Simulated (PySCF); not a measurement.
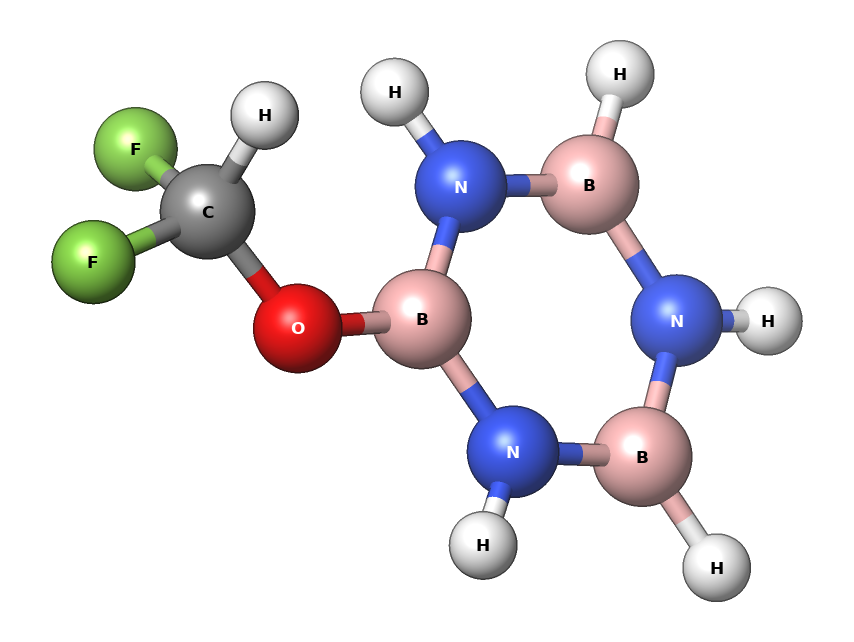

Rendered structure (ball-and-stick style). Every bond is drawn as one stick, whatever its order.

The computed structure is the end point of a GFN2-xTB optimisation. No frequency run is at hand to confirm it as a minimum.

Identify the structure.

The molecule is CH₆B₃F₂N₃O. As SMILES it reads `FC(F)OB1NBNBN1`. Independent rings (smallest set): 1 of 6 members. Among its groups: C–F bond, B–H bond. The point group is C1. Coordination: 1 C tetrahedral; 1 O bent; 3 B trigonal planar; 3 N trigonal planar.

The parts below concern this one geometry. Atoms keep their numbers from picture to picture.

## Electronic properties

No frequency run is at hand to confirm it as a minimum. Method: PBE0/def2-SVPD, gas phase (PySCF 2.14.0). Excitations: vertical, linear response.

Computed properties:

- dipole moment: 2.39 D
- HOMO energy (Kohn–Sham orbital): −8.28 eV
- LUMO energy (Kohn–Sham orbital): 0.02 eV
- HOMO–LUMO gap: 8.30 eV
- mean static polarisability: 77.0 bohr³
- lowest vertical singlet excitation: 6.94 eV
- its oscillator strength: 0.027
- brightest of the 6 lowest singlets: 7.89 eV
- its oscillator strength: 0.25

## Ring current

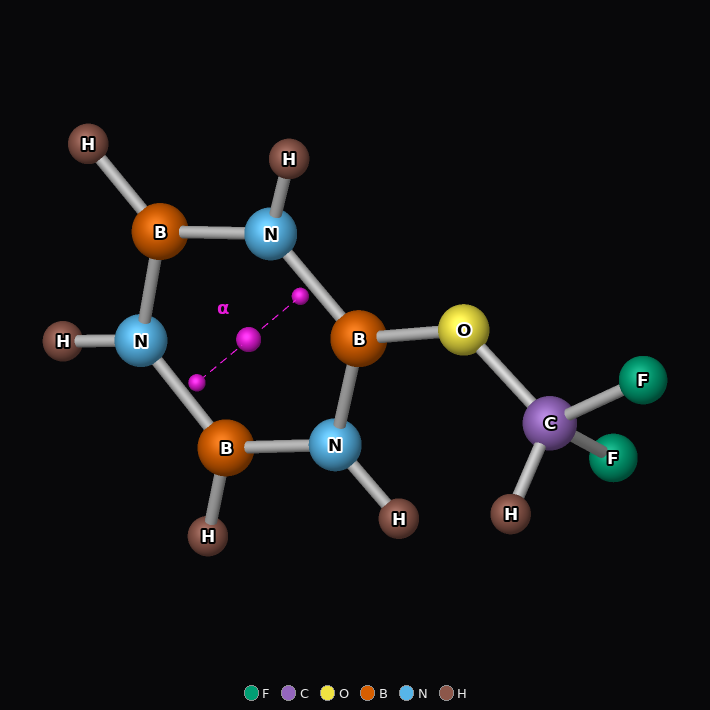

The small points mark where nucleus-independent chemical shifts (NICS) were computed: at the centre of each lettered ring and 1 Å above and below it. No frequency run is at hand to confirm it as a minimum. Method: GIAO PBE0/pcSseg-1 NMR shielding, non-relativistic, gas phase (PySCF 2.14.0).

Give NICS(0), NICS(1) and the out-of-plane component NICS(1)zz for each ring (means of the two sides).

```
ring  members  NICS(0)  NICS(1)  NICS(1)zz
   α     B3N3     −3.3     −3.1       −4.7
```

Values in ppm.

What do the values say about the ring currents?

Ring α: weak, as in a non-aromatic ring. NICS is one index among several.

## NMR shielding

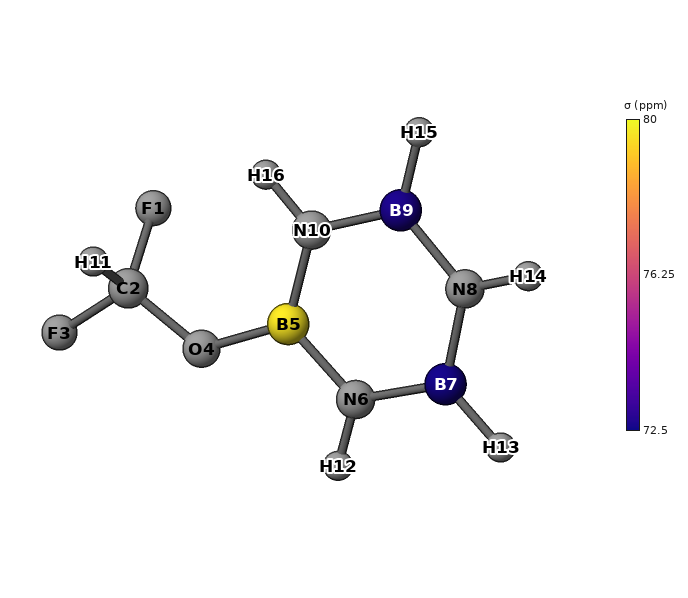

Atoms are coloured by their isotropic NMR shieldings (B only, the others grey). No frequency run is at hand to confirm it as a minimum. Properties computed with GIAO PBE0/pcSseg-1 NMR shielding, non-relativistic, gas phase (PySCF 2.14.0).

Give the isotropic NMR shieldings of the B atoms atom by atom.

| atom | σ (ppm) |
| --- | --- |
| B5 | 79.6 |
| B7 | 72.6 |
| B9 | 72.7 |

## Quadrupole coupling

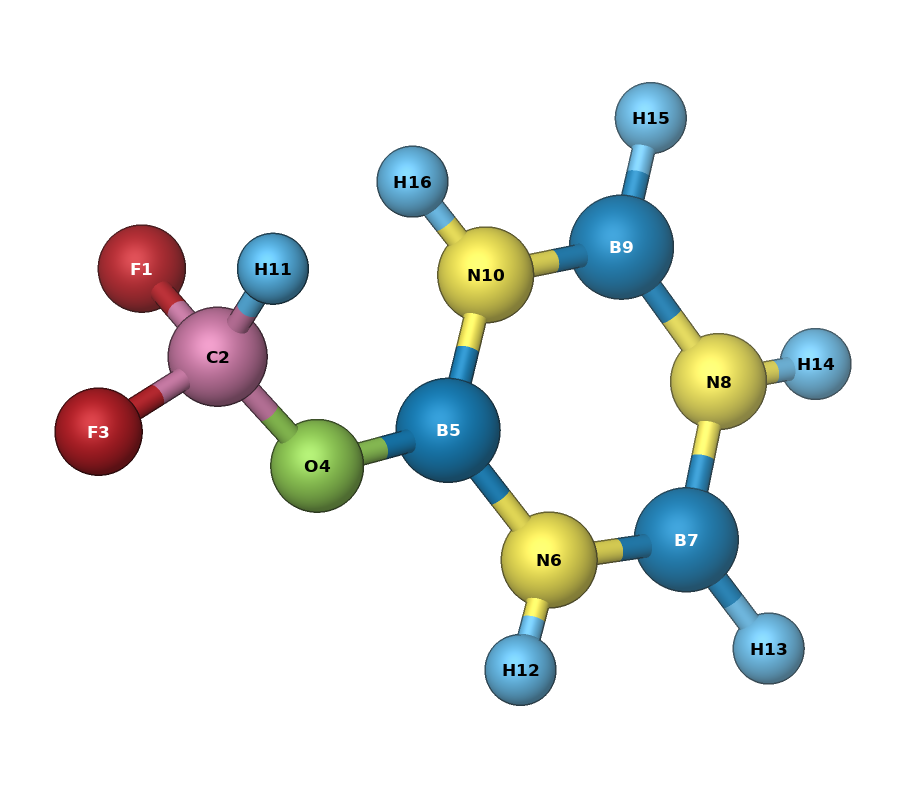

No frequency run is at hand to confirm it as a minimum. Electric field gradients from the ground-state density, PBE0/pcSseg-1 (PySCF 2.14.0), non-relativistic apart from any core potentials.

Give the largest field-gradient component, the quadrupole coupling constant and the asymmetry for 17O at O4 (Q = −25.6 mb), 11B at B5 (Q = 40.59 mb), 14N at N6 (Q = 20.44 mb), 11B at B7 (Q = 40.59 mb), 14N at N8 (Q = 20.44 mb), 11B at B9 (Q = 40.59 mb), 14N at N10 (Q = 20.44 mb).

| atom | V_zz (a.u.) | e²qQ/h (MHz) | η |
| --- | --- | --- | --- |
| O4 | 1.598 | −9.61 | 0.31 |
| B5 | 0.282 | 2.69 | 0.69 |
| N6 | 0.385 | 1.85 | 0.63 |
| B7 | 0.381 | 3.64 | 0.18 |
| N8 | 0.363 | 1.74 | 0.42 |
| B9 | 0.381 | 3.63 | 0.19 |
| N10 | 0.379 | 1.82 | 0.74 |

The geometry is semi-empirical. Around B such bond lengths and angles can be off by a tenth of an ångström or more and by several degrees, and values that hang on the shape move with them.
